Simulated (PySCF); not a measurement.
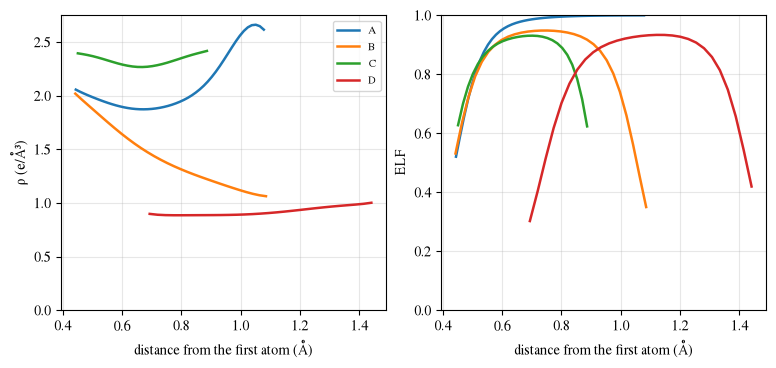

*C₄H₉P₂ (SMILES C=C[P-]P(C)C) (charge −1). Electron density and ELF along straight lines between neighbouring atoms. The curves leave out the atomic cores.*

Geometry: GFN2-xTB.

Computed with PySCF 2.14.0, CAM-B3LYP/def2-SVPD, SCF density, gas phase.

Input

```
{"job": {"kind": "uv", "xc": "CAM-B3LYP", "basis": "def2-SVPD", "nstates": 8, "ntriplets": 3}, "charge": -1, "multiplicity": 1}
C      3.391446     0.599938     0.570923
C      2.093065     0.295495     0.684429
P      0.895541     0.374970    -0.619928
P     -0.768593    -0.277726     0.546717
C     -1.480952    -1.611082    -0.551290
C     -2.045293     1.012682     0.105720
H      3.817715     0.927863    -0.363739
H      4.069116     0.528659     1.411884
H      1.707499    -0.032239     1.646945
H     -0.842309    -2.491001    -0.477220
H     -1.493132    -1.267138    -1.586252
H     -2.491432    -1.868785    -0.229881
H     -1.794775     1.933226     0.632649
H     -2.021194     1.201240    -0.968400
H     -3.041114     0.681888     0.405737
```

Command:

```sh
OMP_NUM_THREADS=1 python probes_run.py task.json out
```

**Which curve belongs to which contact (C–C, C–H, C–P and P–P)? The first atom named is at distance zero.**

Curve A: C–H (1.08 Å): the density is about 1.9 e/Å³ at the midpoint; the ELF climbs to about 1 towards the hydrogen, as it does in any bond to H; a covalent bond by its length. Curve B: C–P (1.77 Å): ρ at the midpoint is about 1.2 e/Å³; the ELF peaks at about 0.95 between the atoms; localised, covalent bonding. Curve C: C–C (1.34 Å): ρ is about 2.3 e/Å³ halfway; the ELF peaks at about 0.95 between the atoms (a short, multiple covalent bond). Curve D: P–P (2.13 Å): ρ at the midpoint is about 0.9 e/Å³; the ELF peaks at about 0.95 between the atoms: a shared electron pair.
